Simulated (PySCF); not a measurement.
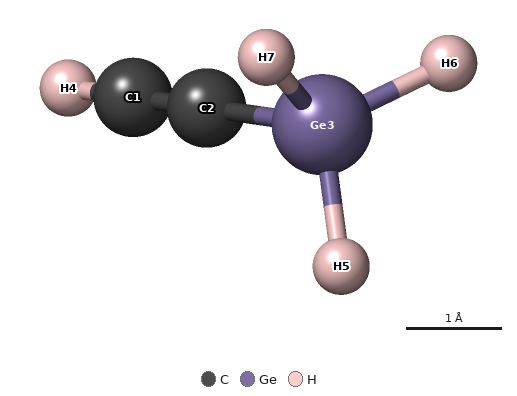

Figure 1. The structure as given in the input (ball-and-stick view, seen at a tilt; atoms are numbered from 1 in the order of the input). Sticks mark near contacts. Bond lengths as drawn: C–C 1.20 Å, C–Ge 1.90 Å, C–H 1.07 Å and Ge–H 1.53 Å.

# Energy and gradient calculation, with input and output: C2H4Ge

C2H4Ge, SMILES C#[C][GeH3], computed with PBE0/def2-SVP, RKS (PySCF 2.14.0).

The geometry comes from this level: PBE0-D4/def2-TZVP. Figures and captions count atoms from 1; the log counts them from 0 in places.

### The program's output
```
PySCF version 2.14.0

[INPUT] num. atoms = 7
[INPUT] num. electrons = 48
[INPUT] charge = 0
[INPUT] spin (= nelec alpha-beta = 2S) = 0
[INPUT] symmetry False subgroup None
[INPUT] Mole.unit = angstrom
[INPUT] Symbol           X                Y                Z      unit          X                Y                Z       unit  Magmom
[INPUT]  1 C     -0.810400000000  -1.833500000000   0.129100000000 AA   -1.531434051348  -3.464812849390   0.243963642681 Bohr   0.0
[INPUT]  2 C     -0.318200000000  -0.736700000000   0.047700000000 AA   -0.601310852837  -1.392161235967   0.090139936142 Bohr   0.0
[INPUT]  3 Ge     0.458400000000   0.991600000000  -0.081000000000 AA    0.866250455501   1.873852425119  -0.153067816090 Bohr   0.0
[INPUT]  4 H     -1.245800000000  -2.803700000000   0.201200000000 AA   -2.354220805983  -5.298225135443   0.380212896262 Bohr   0.0
[INPUT]  5 H      0.128400000000   1.576300000000  -1.459100000000 AA    0.242640834394   2.978775290152  -2.757299388353 Bohr   0.0
[INPUT]  6 H     -0.127400000000   1.876400000000   1.025300000000 AA   -0.240751108270   3.545882100134   1.937536195517 Bohr   0.0
[INPUT]  7 H      1.976100000000   0.861500000000   0.091000000000 AA    3.734287794753   1.627999056313   0.171965077335 Bohr   0.0

nuclear repulsion = 150.438395439135
number of shells = 36
number of NR pGTOs = 150
number of NR cGTOs = 80
basis = def2-svp
ecp = {}

******** <class 'pyscf.dft.rks.RKS'> ********
method = RKS
initial guess = minao
damping factor = 0
level_shift factor = 0
DIIS = <class 'pyscf.scf.diis.CDIIS'>
diis_start_cycle = 1
diis_space = 8
diis_damp = 0
SCF conv_tol = 1e-10
SCF conv_tol_grad = None
SCF max_cycles = 50
direct_scf = True
direct_scf_tol = 1e-13
XC library pyscf.dft.libxc version 7.0.0
    S. Lehtola, C. Steigemann, M. J.T. Oliveira, and M. A.L. Marques.,  SoftwareX 7, 1–5 (2018)
XC functionals = pbe0
radial grids:
    Treutler-Ahlrichs [JCP 102, 346 (1995); DOI:10.1063/1.469408] (M4) radial grids

becke partition: Becke, JCP 88, 2547 (1988); DOI:10.1063/1.454033
pruning grids: <function nwchem_prune>
grids dens level: 5
symmetrized grids: False
atomic radii adjust function: <function treutler_atomic_radii_adjust>
small_rho_cutoff = 0
Set gradient conv threshold to 1e-05
Initial guess from minao.
tot grids = 224856
init E= -2154.35526889924
  HOMO = -0.333853004373258  LUMO = -0.0493701456662931  gap/eV = 7.74117
cycle= 1 E= -2154.81784519077  delta_E= -0.463  |g|= 0.459  |ddm|= 2.84
  HOMO = -0.238902171678869  LUMO = 0.0319919972632976  gap/eV = 7.37141
cycle= 2 E= -2154.81398195208  delta_E= 0.00386  |g|= 0.489  |ddm|= 0.865
  HOMO = -0.29800599869067  LUMO = 0.0133873174527821  gap/eV = 8.47344
cycle= 3 E= -2154.85442028028  delta_E= -0.0404  |g|= 0.0406  |ddm|= 0.459
  HOMO = -0.299001226918362  LUMO = 0.013807358895937  gap/eV = 8.51196
cycle= 4 E= -2154.85438207664  delta_E= 3.82e-05  |g|= 0.0404  |ddm|= 0.0574
  HOMO = -0.298578575921483  LUMO = 0.013852108907733  gap/eV = 8.50167
cycle= 5 E= -2154.85480716737  delta_E= -0.000425  |g|= 0.00449  |ddm|= 0.0327
  HOMO = -0.298110661251259  LUMO = 0.0141039276831754  gap/eV = 8.49579
cycle= 6 E= -2154.85481152518  delta_E= -4.36e-06  |g|= 0.00102  |ddm|= 0.00517
  HOMO = -0.298350644233647  LUMO = 0.0139616115736428  gap/eV = 8.49845
cycle= 7 E= -2154.85481181891  delta_E= -2.94e-07  |g|= 9.94e-05  |ddm|= 0.00117
  HOMO = -0.298326489742286  LUMO = 0.0139797938357945  gap/eV = 8.49829
cycle= 8 E= -2154.85481182231  delta_E= -3.41e-09  |g|= 1.6e-05  |ddm|= 0.000123
  HOMO = -0.298325874376011  LUMO = 0.0139796720018556  gap/eV = 8.49827
cycle= 9 E= -2154.8548118224  delta_E= -8.55e-11  |g|= 1.71e-06  |ddm|= 2.65e-05
  HOMO = -0.298325872857494  LUMO = 0.013979864236211  gap/eV = 8.49827
Extra cycle  E= -2154.85481182239  delta_E= 6.37e-12  |g|= 3.02e-06  |ddm|= 4.65e-06
converged SCF energy = -2154.85481182239
Final energy -2154.854811822392

******** <class 'pyscf.grad.rks.Gradients'> for <class 'pyscf.dft.rks.RKS'> ********
unit = Eh/Bohr
grid_response = False
--------------- RKS gradients ---------------
         x                y                z
0 C     0.0063394564     0.0141149217    -0.0010540031
1 C    -0.0090174082    -0.0200618882     0.0014946728
2 Ge     0.0001465646     0.0003084858    -0.0000233511
3 H     0.0031714054     0.0070595332    -0.0005229852
4 H     0.0000501629    -0.0005442412     0.0007032459
5 H     0.0001785951    -0.0006912524    -0.0005308765
6 H    -0.0008684685    -0.0001864174    -0.0000666987
----------------------------------------------
Dipole moment(X, Y, Z, Debye):  0.00296,  0.00503, -0.00055
 ** Mulliken pop  **
pop of  0 C 1s            1.98663
pop of  0 C 2s            0.90551
pop of  0 C 3s            0.57100
pop of  0 C 2px           0.63230
pop of  0 C 2py           0.76923
pop of  0 C 2pz           0.59869
pop of  0 C 3px           0.31307
pop of  0 C 3py           0.04117
pop of  0 C 3pz           0.37980
pop of  0 C 3dxy          0.00616
pop of  0 C 3dyz          0.00580
pop of  0 C 3dz^2         0.00189
pop of  0 C 3dxz          0.00120
pop of  0 C 3dx2-y2       0.00632
pop of  1 C 1s            1.98743
pop of  1 C 2s            0.92045
pop of  1 C 3s            0.31838
pop of  1 C 2px           0.63194
pop of  1 C 2py           0.76352
pop of  1 C 2pz           0.59966
pop of  1 C 3px           0.31155
pop of  1 C 3py           0.05841
pop of  1 C 3pz           0.37373
pop of  1 C 3dxy          0.00661
pop of  1 C 3dyz          0.00619
pop of  1 C 3dz^2         0.00211
pop of  1 C 3dxz          0.00119
pop of  1 C 3dx2-y2       0.00685
pop of  2 Ge 1s           1.99991
pop of  2 Ge 2s           1.99951
pop of  2 Ge 3s           1.99287
pop of  2 Ge 4s           1.16347
pop of  2 Ge 5s           0.15801
pop of  2 Ge 2px          1.99896
pop of  2 Ge 2py          1.99884
pop of  2 Ge 2pz          1.99899
pop of  2 Ge 3px          1.99296
pop of  2 Ge 3py          1.99243
pop of  2 Ge 3pz          1.99309
pop of  2 Ge 4px          0.49583
pop of  2 Ge 4py          0.46802
pop of  2 Ge 4pz          0.50268
pop of  2 Ge 5px          0.28665
pop of  2 Ge 5py          0.21117
pop of  2 Ge 5pz          0.30522
pop of  2 Ge 3dxy         1.61806
pop of  2 Ge 3dyz         1.61855
pop of  2 Ge 3dz^2        1.61833
pop of  2 Ge 3dxz         1.61688
pop of  2 Ge 3dx2-y2      1.61900
pop of  2 Ge 4dxy         0.36301
pop of  2 Ge 4dyz         0.36302
pop of  2 Ge 4dz^2        0.36331
pop of  2 Ge 4dxz         0.36245
pop of  2 Ge 4dx2-y2      0.36343
pop of  2 Ge 5dxy         0.04280
pop of  2 Ge 5dyz         0.04905
pop of  2 Ge 5dz^2        0.04299
pop of  2 Ge 5dxz         0.02971
pop of  2 Ge 5dx2-y2      0.05234
pop of  3 H 1s            0.73812
pop of  3 H 2s            0.19341
pop of  3 H 2px           0.00741
pop of  3 H 2py           0.01510
pop of  3 H 2pz           0.00552
pop of  4 H 1s            0.70930
pop of  4 H 2s            0.33080
pop of  4 H 2px           0.00138
pop of  4 H 2py           0.00192
pop of  4 H 2pz           0.00733
pop of  5 H 1s            0.70930
pop of  5 H 2s            0.33080
pop of  5 H 2px           0.00216
pop of  5 H 2py           0.00336
pop of  5 H 2pz           0.00510
pop of  6 H 1s            0.70930
pop of  6 H 2s            0.33080
pop of  6 H 2px           0.00858
pop of  6 H 2py           0.00089
pop of  6 H 2pz           0.00115
 ** Mulliken atomic charges  **
charge of    0C =     -0.21877
charge of    1C =      0.01199
charge of    2Ge =      0.31848
charge of    3H =      0.04043
charge of    4H =     -0.05071
charge of    5H =     -0.05071
charge of    6H =     -0.05071
```

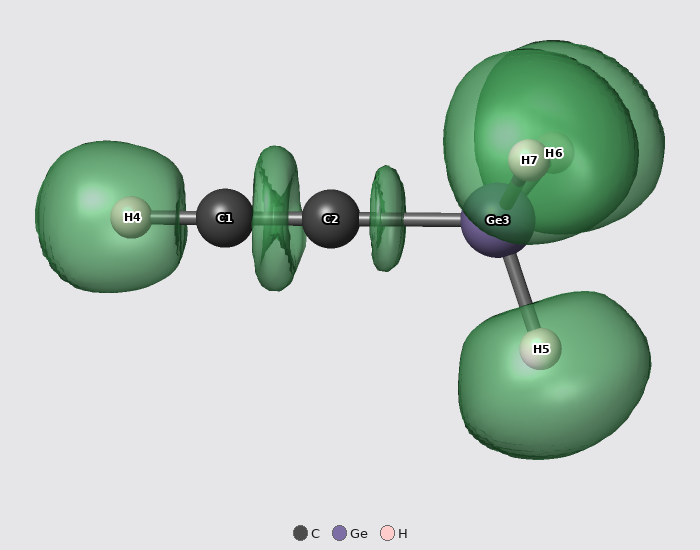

Figure 2. Isosurface of the electron localisation function at 0.85 (green), seen face on. Only the valence region is drawn (cores and ρ < 0.01 e/Å³ removed). Along the contacts the grid gives the following. C–C (1.20 Å): the ELF peaks at about 0.85 between the atoms (a double or triple bond). C–Ge (1.90 Å): the ELF peaks at about 0.95 in the valence shell of C, 0.7 Å from its nucleus, and is about 0.65 at the midpoint.

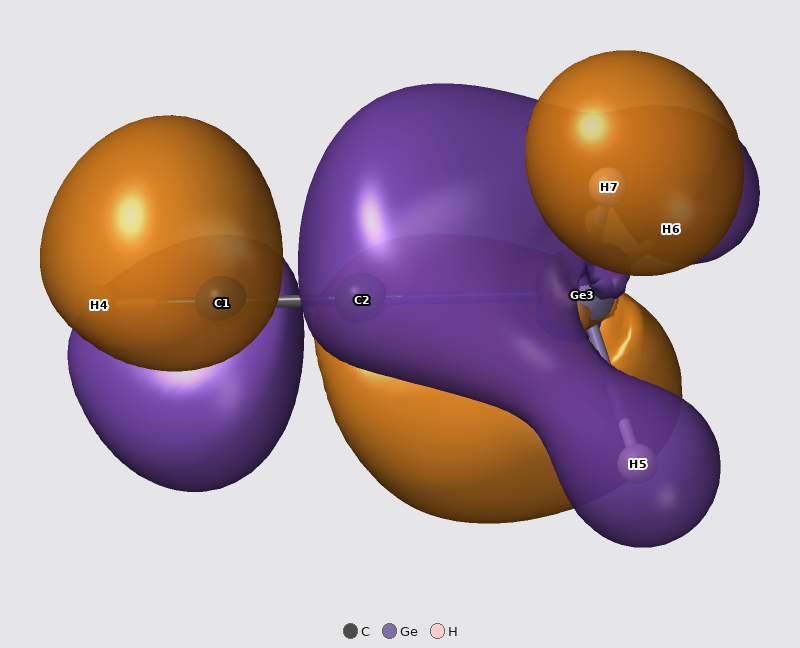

Figure 3. The LUMO at ±0.08 Å⁻³ᐟ² (orange and purple are the two phases), seen at a tilt. Its weight (Hirshfeld) is mainly on C1 (30 %), C2 (25 %) and Ge3 (25 %). Its energy is 0.38 eV.

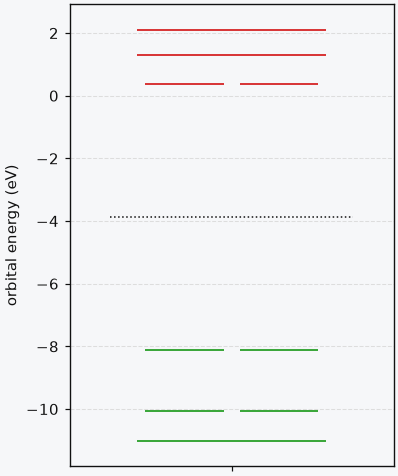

Figure 4. Orbital energies near the frontier; the dotted line parts filled from empty levels, and levels within 0.02 eV of each other stand side by side. Highest filled −8.12 eV, lowest empty 0.38 eV, 8.50 eV apart.

The run was set up as follows.

### Input file (job.py)
```python
# C#[C][GeH3]
from pyscf import gto, dft

mol = gto.M(
    atom=[
    ('C', (-0.810400, -1.833500, 0.129100)),
    ('C', (-0.318200, -0.736700, 0.047700)),
    ('Ge', (0.458400, 0.991600, -0.081000)),
    ('H', (-1.245800, -2.803700, 0.201200)),
    ('H', (0.128400, 1.576300, -1.459100)),
    ('H', (-0.127400, 1.876400, 1.025300)),
    ('H', (1.976100, 0.861500, 0.091000)),
],
    basis='def2-svp',
    max_memory=1860,
    charge=0,
    verbose=4,
)

ks = dft.RKS(mol, xc='pbe0')
ks.grids.level = 5
ks.conv_tol = 1e-10
ks.kernel()
if not ks.converged:
    ks = ks.newton().run(ks.mo_coeff, ks.mo_occ)

energy = ks.e_tot
print('Final energy', energy)
grad = ks.nuc_grad_method().kernel()
dip = ks.dip_moment()
pop, q = ks.mulliken_pop()
```

Launched with:
```bash
OMP_NUM_THREADS=1 python job.py
```

### Key numbers

```csv
quantity,value
outcome,converged
total energy,−2154.854812 hartree
basis functions,80
largest force,1.134 eV/Å
HOMO,−8.12 eV
LUMO,0.38 eV
dipole moment,0.01 D
hardware,"1 thread of Intel Xeon @ 2.50GHz (Skylake/Cascade Lake), 189 GiB of memory available, shared host"
wall time,46 s
peak memory,0.78 GiB
```
